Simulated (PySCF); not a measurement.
C$_{4}$H$_{10}$O$_{3}$Si (SMILES COC[SiH]1OCCO1)

```yaml
atoms:
  - { symbol: C, position_ang: [2.8236, 0.6828, -0.0203] }
  - { symbol: O, position_ang: [1.4706, 0.3878, -0.1751] }
  - { symbol: C, position_ang: [1.2273, -0.9163, -0.6176] }
  - { symbol: Si, position_ang: [-0.6290, -1.1659, -0.7475] }
  - { symbol: O, position_ang: [-1.4125, 0.0178, -1.6359] }
  - { symbol: C, position_ang: [-1.9813, 0.9455, -0.7284] }
  - { symbol: C, position_ang: [-2.3479, 0.1667, 0.5426] }
  - { symbol: O, position_ang: [-1.3719, -0.8432, 0.7177] }
  - { symbol: H, position_ang: [3.3068, 0.0211, 0.7263] }
  - { symbol: H, position_ang: [3.3799, 0.5830, -0.9739] }
  - { symbol: H, position_ang: [2.9071, 1.7223, 0.3272] }
  - { symbol: H, position_ang: [1.6512, -1.6771, 0.0753] }
  - { symbol: H, position_ang: [1.6977, -1.1139, -1.6063] }
  - { symbol: H, position_ang: [-0.9156, -2.5178, -1.3007] }
  - { symbol: H, position_ang: [-1.2454, 1.7364, -0.4951] }
  - { symbol: H, position_ang: [-2.8651, 1.4152, -1.1882] }
  - { symbol: H, position_ang: [-3.3481, -0.2949, 0.4423] }
  - { symbol: H, position_ang: [-2.3628, 0.8236, 1.4268] }
```

Geometry: PBE0-D3(BJ)/def2-SVP.

Method: PBE0/pcSseg-1, SCF density, gas phase, non-relativistic (PySCF).

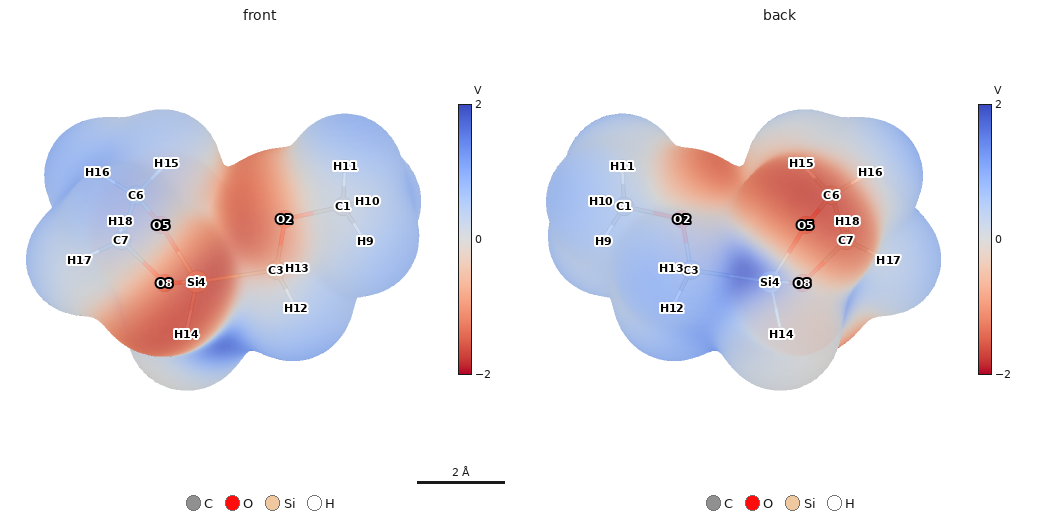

Figure 1. The molecular electrostatic potential painted on the density surface at 0.002 e/bohr³, seen from the front and from behind; the colour scale runs from red (negative) to blue (positive).

**Where is the surface potential most negative and most positive?**

The most negative region (about −1.6 V) lies over O5 and O8, the most positive (about +1.4 V) over Si4.

**What dipole moment does the calculation give?**

Its dipole moment is 1.10 D.

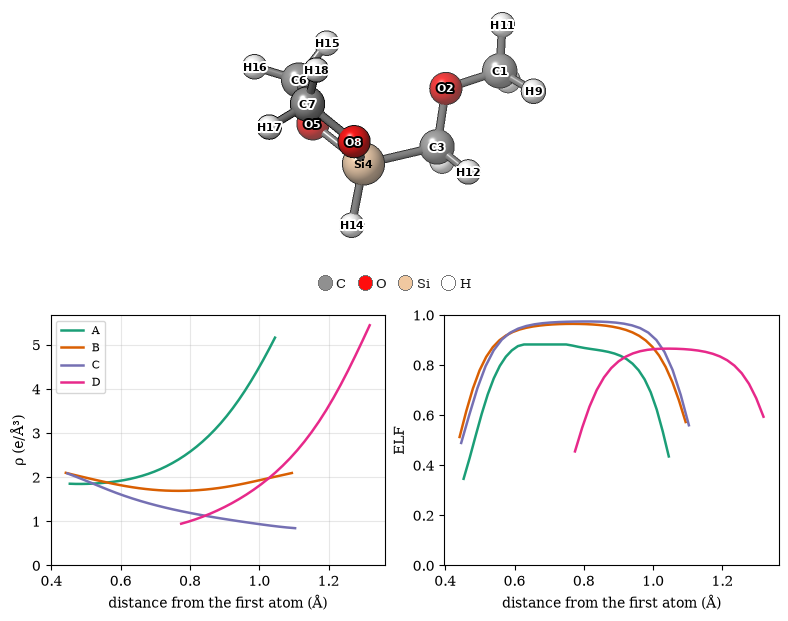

Figure 2. Total electron density and electron localisation function along straight lines between neighbouring atoms. The curves leave out the atomic cores. The structure is drawn too.

**Which curve belongs to which contact (C–C, C–O, C–Si and Si–O)? The first atom named is at distance zero.**

Curve A: C–O (1.39 Å): ρ is about 2.1 e/Å³ halfway, with its minimum of 1.8 e/Å³ about 0.5 Å from C; the ELF peaks at about 0.90 between the atoms; a polar covalent bond. Curve B: C–C (1.54 Å): ρ at the midpoint is about 1.7 e/Å³; the ELF peaks at about 0.95 between the atoms, as expected for a covalent bond. Curve C: C–Si (1.88 Å): ρ at the midpoint is about 1 e/Å³; the ELF peaks at about 1 between the atoms: a shared electron pair. Curve D: Si–O (1.67 Å): ρ at the midpoint is about 1.1 e/Å³; the ELF peaks at about 0.85 between the atoms; a polar covalent bond.
